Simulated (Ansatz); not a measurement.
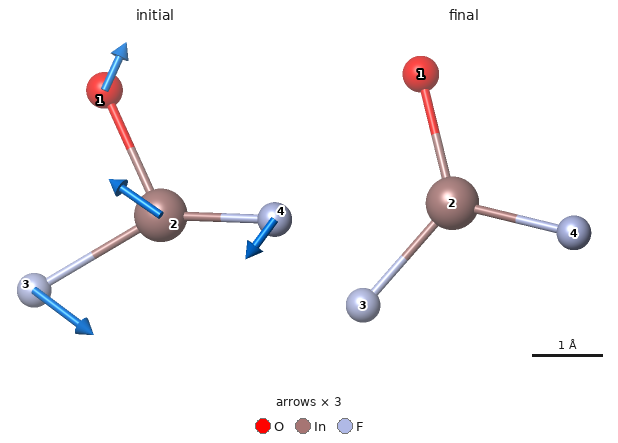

The structure of InOF₂ (multiplicity 2) (coarse preliminary run) before (left) and after (right) a relaxation, at one scale. The blue arrows give the displacements, magnified 3 times.

A ball-and-stick model, seen at a tilt.

All numbers below come from UKS PBE-D4/def2-SVP in Ansatz 0.2.0. (force threshold 0.03 eV/Å; at most 250 steps)

Summarise the run.

Answer. The atom that moves furthest after the best rigid fit is F3 (0.39 Å). By element the largest moves are F 0.39 Å, In 0.33 Å, O 0.26 Å. Some distances before and after: In2–F3 2.161 → 1.964 Å, In2–F4 1.776 → 1.964 Å, O1–In2 2.116 → 2.030 Å. Among the angles between lasting bonds that change: F3–In2–F4 146.4° → 116.4°, O1–In2–F3 92.5° → 121.8°. The optimiser took 6 steps.
